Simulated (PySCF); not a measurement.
## EPR calculation of C₂H₁₃Si₄

- system: C₂H₁₃Si₄, multiplicity 2
- method: UKS B3LYP, pcH-1 on C H Si, non-relativistic, mean-field spin-orbit, GIAO (PySCF 2.14.0)

It belongs to a series of runs on one base structure; here: H removed from Si.

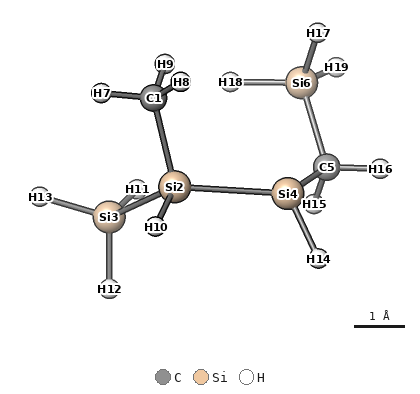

**Figure 1.** The structure (ball-and-stick view, seen at a tilt; atoms are numbered from 1 in the order of the input). Bond lengths as drawn: C–H 1.09 Å, C–Si 1.90 to 1.92 Å, H–Si 1.46 to 1.48 Å and Si–Si 2.30 to 2.33 Å.

## Input
```
{"job": {"kind": "epr", "basis": "pcH-1"}, "charge": 0, "multiplicity": 2}
C     -0.797136     1.812997     1.244695
Si    -1.263723    -0.016761     0.948401
Si    -2.425657    -0.155863    -1.064608
Si     0.632476    -1.261484     1.320981
C      1.825799    -1.415625    -0.172118
Si     2.353106     0.216000    -0.981563
H     -1.681017     2.445059     1.245910
H     -0.297344     1.951367     2.198623
H     -0.131372     2.183158     0.470236
H     -2.181366    -0.355047     2.064011
H     -1.473154    -0.121428    -2.182413
H     -3.128229    -1.439830    -1.167814
H     -3.418819     0.886422    -1.349492
H      0.454531    -2.658449     1.785246
H      1.344879    -2.042328    -0.926695
H      2.718559    -1.957783     0.140600
H      2.985537     1.075166     0.022406
H      1.172835     0.892936    -1.530187
H      3.300290    -0.029257    -2.073679
```

The first line tells a small driver script what to run in PySCF; the rest is the geometry in Å.

Launch command:
```bash
OMP_NUM_THREADS=1 python <driver script> task.json out
```

## What the program printed
```
UKS, coarse grid
  cycle   1  E = -1241.96407490  |g| = 4.01e-01
  cycle   2  E = -1241.91039576  |g| = 4.85e-01
  cycle   3  E = -1242.03295600  |g| = 5.96e-02
  cycle   4  E = -1242.03488072  |g| = 1.70e-02
  cycle   5  E = -1242.03502822  |g| = 7.28e-03
  cycle   6  E = -1242.03505698  |g| = 1.47e-03
  cycle   7  E = -1242.03505808  |g| = 5.15e-04
UKS, final grid
  cycle   1  E = -1242.03507899  |g| = 5.27e-04
  cycle   2  E = -1242.03507893  |g| = 6.47e-04
  cycle   3  E = -1242.03507918  |g| = 7.23e-05
  cycle   4  E = -1242.03507918  |g| = 2.08e-05
E = -1242.03507918 Eh   <S^2> = 0.7523 (exact 0.7500)
g shifts (ppm)      1          2          3
  rmc          -129       -129       -129
  gc              9         37         49
  oz_so         -62       1738       3709
  total        -182       1646       3629
hyperfine (MHz)  atom isotope    a_iso     a_fc   dipolar eigenvalues
    0   13C      11.08      11.08     -0.75     -0.50      1.25
    1  29Si     -31.64     -31.68    -10.14      3.43      6.71
    2  29Si     -50.40     -50.46    -10.31      4.66      5.65
    3  29Si    -403.13    -404.05   -164.25     81.30     82.95
    4   13C       9.07       9.03     -3.03     -2.88      5.91
    5  29Si      -4.91      -4.91     -0.97      0.26      0.71
    6    1H      -1.04      -1.04     -1.15     -0.67      1.82
    7    1H      -0.40      -0.40     -2.43     -1.21      3.64
    8    1H       0.11       0.11     -1.58     -1.08      2.66
    9    1H      -2.94      -2.94     -2.40     -1.19      3.59
   10    1H      -2.46      -2.46     -1.27     -0.40      1.68
   11    1H      -1.60      -1.60     -1.19     -0.46      1.65
   12    1H      21.11      21.11     -1.10     -0.22      1.32
   13    1H      25.74      25.71     -9.21      1.52      7.70
   14    1H      58.38      58.38     -3.90      0.52      3.38
   15    1H       6.41       6.40     -3.50     -2.31      5.81
   16    1H      -0.25      -0.25     -1.77     -1.42      3.19
   17    1H       0.03       0.03     -1.16     -1.10      2.26
   18    1H      -1.04      -1.04     -0.82     -0.63      1.45
```

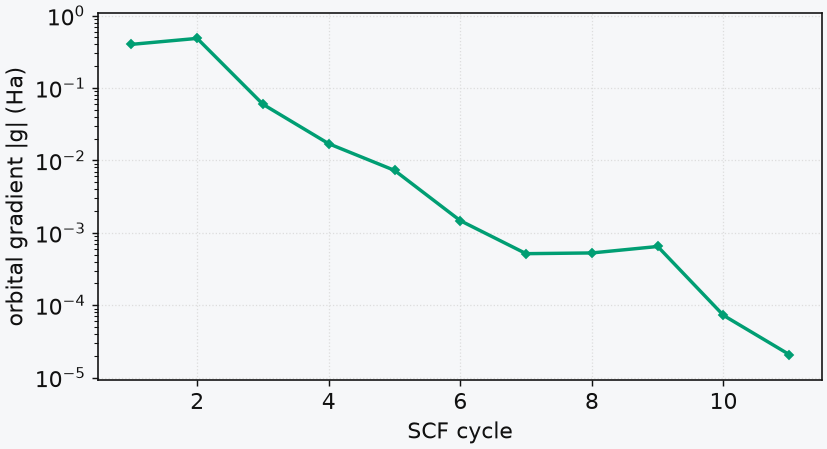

**Figure 2.** Convergence of the self-consistent field: orbital gradient |g| against the SCF cycle. All cycles printed in the log are drawn one after another.

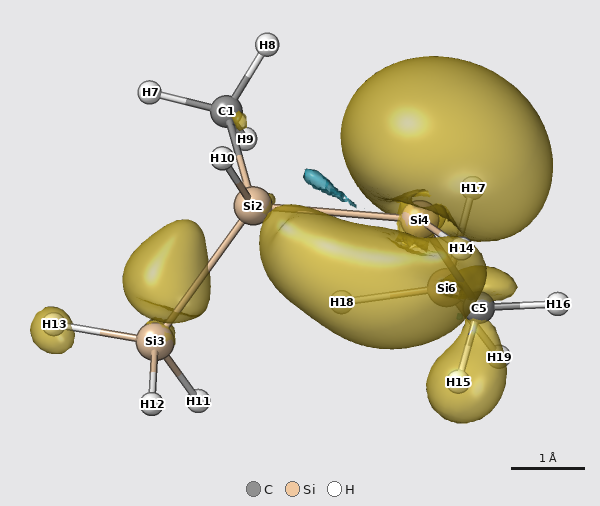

**Figure 3.** Isosurfaces of the spin density (α minus β) at +0.01 (yellow) and −0.01 e/Å³ (cyan), seen at a tilt. The unpaired spin (1 electron) lies mostly on Si4 (about 0.7) and Si2 (about 0.1), in electrons by Hirshfeld's partition.

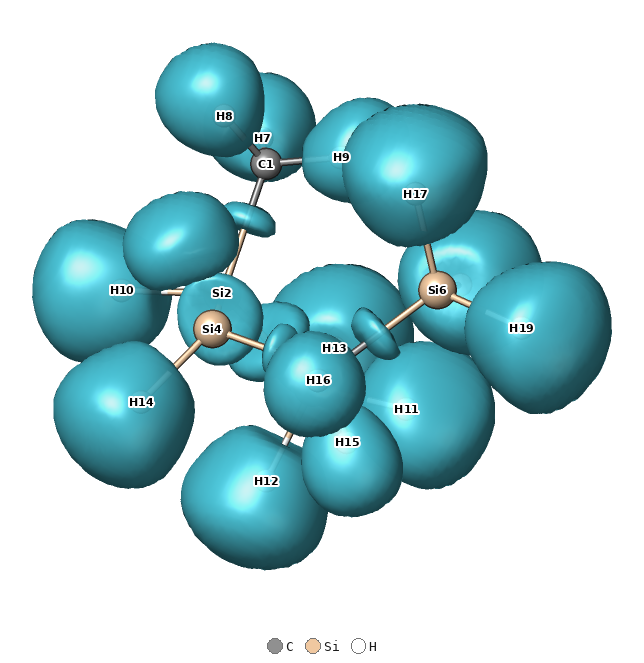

**Figure 4.** Isosurface of the electron localisation function at 0.9 (cyan), seen at an oblique angle. Only the valence region is drawn (cores and ρ < 0.01 e/Å³ removed). Si–Si (2.30 Å): the ELF peaks at about 1 between the atoms (a shared electron pair).

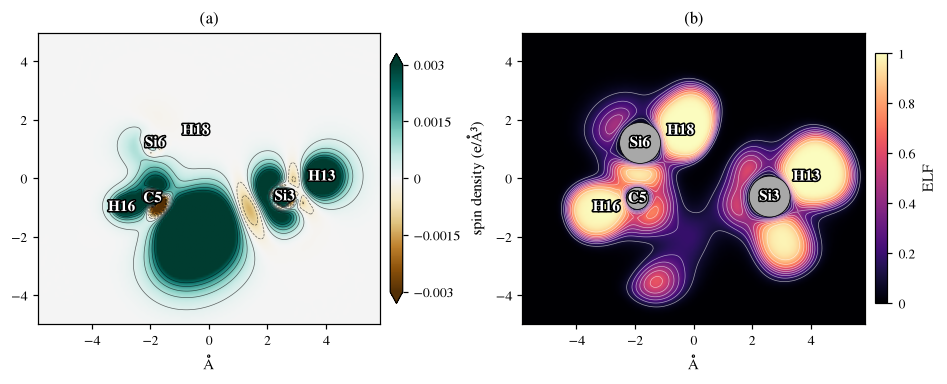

**Figure 5.** (a) spin density; (b) ELF on the plane of atoms Si6, C5 and H16. Grey discs, where drawn, cover atomic cores. Atoms in the plane: Si, C and H. C–Si (1.90 Å): the ELF peaks at about 0.95 between the atoms (a shared electron pair). Si–H (1.47 Å): the ELF climbs to about 1 towards the hydrogen. The unpaired spin (1 electron) lies mostly on Si4 (about 0.7) and Si2 (about 0.1), in electrons by Hirshfeld's partition.

## Key numbers

| quantity | value |
| --- | --- |
| outcome | converged |
| total energy | −1242.035079 hartree |
| ⟨S²⟩ | 0.752 |
| isotropic g | 2.0040 |
| hardware | 1 CPU thread, shared host |
| wall time | 2.8 min |
| peak memory | 1.1 GiB |
